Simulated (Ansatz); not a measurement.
# C₃H₁₂AlNO: basis-set convergence

How large a basis does C₃H₁₂AlNO need? Two functionals are run in growing sets.

The runs use Ansatz 0.2.0, Gaussian basis; one geometry, several basis sets.

Levels to be run: PBE0-D4/def2-SVP; ωB97M-V/def2-SVP; PBE0-D4/def2-QZVPP; ωB97M-V/def2-QZVPP; the functionals' def2-TZVPP values are taken from earlier runs.

1 further run of the same task is left out (it didn't finish).

## Step 1: The relaxed structure

All runs share one geometry, relaxed beforehand with PBE0-D4 in a triple-zeta def2 set.

SMILES `C[O][Al-]([CH3])([CH3])[NH3+]`, 18 atoms, charge 0, spin multiplicity 1.

Atoms are counted from 1 here; the program's logs count them from 0.

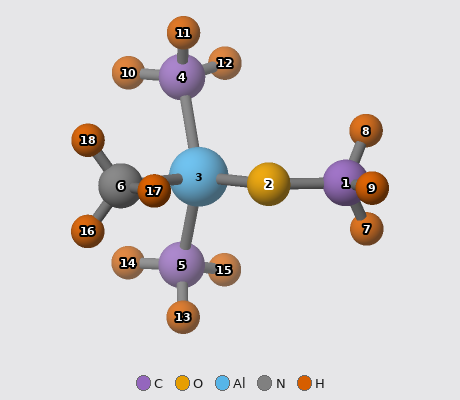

The geometry (carbon purple, oxygen amber, aluminium blue, nitrogen grey, hydrogen orange); atoms are numbered from 1 in the order of the file.

## Step 2: PBE0-D4 in def2-SVP

Input file in.yaml:

```yaml
crystal:
  periodic: [false, false, false]
  atoms:
    - {symbol: C, position_ang: [-0.560782, -2.151856, -1.286360]}
    - {symbol: O, position_ang: [-0.524040, -1.340784, -0.159380]}
    - {symbol: Al, position_ang: [0.093972, 0.274294, 0.060929]}
    - {symbol: C, position_ang: [2.054810, 0.469102, 0.099975]}
    - {symbol: C, position_ang: [-0.990651, 1.743028, -0.681151]}
    - {symbol: N, position_ang: [-0.451583, 0.183270, 2.032703]}
    - {symbol: H, position_ang: [-1.157431, -1.711724, -2.099247]}
    - {symbol: H, position_ang: [0.442769, -2.355400, -1.688899]}
    - {symbol: H, position_ang: [-1.013137, -3.120908, -1.042070]}
    - {symbol: H, position_ang: [2.372542, 1.434177, 0.511402]}
    - {symbol: H, position_ang: [2.547285, -0.316130, 0.684597]}
    - {symbol: H, position_ang: [2.479037, 0.413980, -0.908893]}
    - {symbol: H, position_ang: [-2.063389, 1.611002, -0.500310]}
    - {symbol: H, position_ang: [-0.706320, 2.720964, -0.275640]}
    - {symbol: H, position_ang: [-0.868154, 1.816866, -1.767585]}
    - {symbol: H, position_ang: [-1.157104, 0.856426, 2.308895]}
    - {symbol: H, position_ang: [-0.854863, -0.750166, 2.074484]}
    - {symbol: H, position_ang: [0.319537, 0.235162, 2.688351]}
basis:
  gaussian: {orbitals: def2-SVP}
hamiltonian: {xc: pbe0, dispersion: d4}
output: {orbitals: {seedname: orbitals}}
```

On the command line:

```
$ ansatz run in.yaml --threads 4 --pin off --events-out ev --progress --plain --max-ram 11315MiB
```

What it wrote:

```text
Functional definition: PBE0
  name "PBE0"
  cite "Adamo & Barone, J. Chem. Phys. 110, 6158 (1999) doi:10.1063/1.478522"
  cite "Perdew, Burke & Ernzerhof, Phys. Rev. Lett. 77, 3865 (1996) doi:10.1103/PhysRevLett.77.3865"
  parent pbe
  parameter a = 0.25
  parameter kappa = 0.804
  parameter beta = 0.06672455060314922
  exchange = (1 - a)*pbe_x(kappa = kappa, mu = beta*pi^2/3) + a*exact_x
  correlation = pbe_c(beta = beta)
1711 factors; their error is unknown
mean field evaluation 1: about -13409.5986 eV, gradient 8.4e1 eV
mean field evaluation 2: about -13402.5044 eV, gradient 1.0e2 eV
mean field evaluation 4: about -13424.9967 eV, gradient 3.6e0 eV
mean field evaluation 8: about -13425.0253 eV, gradient 4.5e-2 eV
mean field evaluation 16: about -13425.1136 eV, gradient 8.6e-5 eV
mean field -13425.11364370 eV, -493.3638265372 hartree, gradient 8.6e-5 eV, S^2 0.000000; 0 other end points of the search recorded, 0 dependent functions left out
reference -13425.11367555 eV, -493.3638277074 hartree; 29, 29 occupied and 119, 119 virtual orbitals, 1711 factors
Total energy: -13425.41056322 eV, -493.3747381281 hartree
```

Wall time 1.6 s (4 threads of Arm Neoverse V2, shared host).

## Step 3: ωB97M-V in def2-SVP

in.yaml: that of step 2 with these lines changed.

```diff
@@ -23,3 +23,3 @@
   gaussian: {orbitals: def2-SVP}
-hamiltonian: {xc: pbe0, dispersion: d4}
+hamiltonian: {xc: {name: wB97M-V}}
 output: {orbitals: {seedname: orbitals}}
```

Same command.

What it wrote (excerpt; [...] marks lines left out):

```text
Functional definition: wB97M-V
  name "wB97M-V"
  cite "Mardirossian & Head-Gordon, J. Chem. Phys. 144, 214110 (2016) doi:10.1063/1.4952647"
  cite "Becke, J. Chem. Phys. 107, 8554 (1997) doi:10.1063/1.475007"
  cite "Vydrov & Van Voorhis, J. Chem. Phys. 133, 244103 (2010) doi:10.1063/1.3521275"
  # Of w^i u^j: cxij and so on, Table III.
[...]
  gx(w, u) = 1 - cx + cx01*u + cx10*w
  gss(w, u) = css00 + css04*u^4 + css10*w + css20*w^2 + css43*w^4*u^3
  gos(w, u) = cos00 + cos10*w + (cos20 + cos21*u)*w^2 + (cos60 + cos61*u)*w^6
[...]
      + integral(e_c_pw_mod_opposite_spin*gos(b97_w_opposite, b97_u_opposite)) + vv10(b, c)
1692 factors; their error is unknown
447 factors; integrals over basis functions are off by at most 8.1e-6 eV
[...]
mean field -13432.10794277 eV, -493.6208622871 hartree, gradient 2.1e-5 eV, S^2 0.000000; 0 other end points of the search recorded, 0 dependent functions left out
reference -13432.10799667 eV, -493.6208642679 hartree; 29, 29 occupied and 119, 119 virtual orbitals, 1692 factors
Total energy: -13432.10799667 eV, -493.6208642679 hartree
```

Wall time 7 s (4 threads of Arm Neoverse V2, shared host).

## Step 4: PBE0-D4 in def2-QZVPP

in.yaml: that of step 3 with these lines changed.

```diff
@@ -22,4 +22,4 @@
 basis:
-  gaussian: {orbitals: def2-SVP}
-hamiltonian: {xc: {name: wB97M-V}}
+  gaussian: {orbitals: "def2-QZVPP.json"}
+hamiltonian: {xc: pbe0, dispersion: d4}
 output: {orbitals: {seedname: orbitals}}
```

Same command.

What it wrote:

```text
Functional definition: PBE0
  name "PBE0"
  cite "Adamo & Barone, J. Chem. Phys. 110, 6158 (1999) doi:10.1063/1.478522"
  cite "Perdew, Burke & Ernzerhof, Phys. Rev. Lett. 77, 3865 (1996) doi:10.1103/PhysRevLett.77.3865"
  parent pbe
  parameter a = 0.25
  parameter kappa = 0.804
  parameter beta = 0.06672455060314922
  exchange = (1 - a)*pbe_x(kappa = kappa, mu = beta*pi^2/3) + a*exact_x
  correlation = pbe_c(beta = beta)
2043 factors; their error is unknown
mean field evaluation 1: about -13414.4086 eV, gradient 1.0e2 eV
mean field evaluation 2: about -13397.8100 eV, gradient 1.3e2 eV
mean field evaluation 4: about -13435.8728 eV, gradient 7.7e0 eV
mean field evaluation 8: about -13435.9847 eV, gradient 1.1e-1 eV
mean field evaluation 16: about -13435.9875 eV, gradient 1.4e-4 eV
mean field -13435.98754670 eV, -493.7634351019 hartree, gradient 1.1e-5 eV, S^2 0.000000; 0 other end points of the search recorded, 0 dependent functions left out
reference -13435.98759697 eV, -493.7634369493 hartree; 29, 29 occupied and 686, 686 virtual orbitals, 2043 factors
Total energy: -13436.28448465 eV, -493.7743473700 hartree
```

Run time: 18 s. Hardware: 4 threads of Arm Neoverse V2, shared host; peak memory 3.3 GiB.

## Step 5: ωB97M-V in def2-QZVPP

in.yaml: that of step 4 with these lines changed.

```diff
@@ -23,3 +23,3 @@
   gaussian: {orbitals: "def2-QZVPP.json"}
-hamiltonian: {xc: pbe0, dispersion: d4}
+hamiltonian: {xc: {name: wB97M-V}}
 output: {orbitals: {seedname: orbitals}}
```

The command is unchanged.

What it wrote (excerpt; [...] marks lines left out):

```text
Functional definition: wB97M-V
  name "wB97M-V"
  cite "Mardirossian & Head-Gordon, J. Chem. Phys. 144, 214110 (2016) doi:10.1063/1.4952647"
  cite "Becke, J. Chem. Phys. 107, 8554 (1997) doi:10.1063/1.475007"
  cite "Vydrov & Van Voorhis, J. Chem. Phys. 133, 244103 (2010) doi:10.1063/1.3521275"
  # Of w^i u^j: cxij and so on, Table III.
[...]
  gx(w, u) = 1 - cx + cx01*u + cx10*w
  gss(w, u) = css00 + css04*u^4 + css10*w + css20*w^2 + css43*w^4*u^3
  gos(w, u) = cos00 + cos10*w + (cos20 + cos21*u)*w^2 + (cos60 + cos61*u)*w^6
[...]
      + integral(e_c_pw_mod_opposite_spin*gos(b97_w_opposite, b97_u_opposite)) + vv10(b, c)
2000 factors; their error is unknown
597 factors; integrals over basis functions are off by at most 6.0e-6 eV
[...]
mean field -13443.31270290 eV, -494.0326296270 hartree, gradient 2.1e-5 eV, S^2 0.000000; 0 other end points of the search recorded, 0 dependent functions left out
reference -13443.31278562 eV, -494.0326326668 hartree; 29, 29 occupied and 686, 686 virtual orbitals, 2000 factors
Total energy: -13443.31278562 eV, -494.0326326668 hartree
```

Wall time 37 s (4 threads of Arm Neoverse V2, shared host); peak memory 4.1 GiB.

## Step 6: Functionals by basis

The def2-TZVPP values come from earlier runs at the same geometry.

| functional | basis | functions | energy (eV) | from the largest (eV) | HOMO (eV) | LUMO (eV) |
| --- | --- | --- | --- | --- | --- | --- |
| PBE0-D4 | def2-SVP | 148 | -13425.4106 | 10.874 | -6.32 | 0.70 |
| PBE0-D4 | def2-TZVPP | 365 | -13435.6602 | 0.624 | -6.48 | 0.09 |
| PBE0-D4 | def2-QZVPP | 715 | -13436.2845 | 0.000 | -6.51 | -0.24 |
| ωB97M-V | def2-SVP | 148 | -13432.1080 | 11.205 | -8.62 | 2.25 |
| ωB97M-V | def2-TZVPP | 365 | -13442.7154 | 0.597 | -8.77 | 1.44 |
| ωB97M-V | def2-QZVPP | 715 | -13443.3128 | 0.000 | -8.80 | 0.86 |

## Step 7: What came out

```
                                       quantity           value
PBE0-D4: double and triple zeta above quadruple  10.87, 0.62 eV
ωB97M-V: double and triple zeta above quadruple  11.20, 0.60 eV
```

What this shows: PBE0-D4 gains 10.25 eV from double to triple zeta, then 0.62 eV more. These are total energies; as a rule much of such shifts cancels in differences, which this series doesn't test. The LUMO of ωB97M-V is positive and keeps falling with the basis (2.25 to 0.86 eV): an unbound level that the basis holds in place.

For PBE0-D4 the largest set took about 11 times as long as the smallest (18 s against 1.6 s).
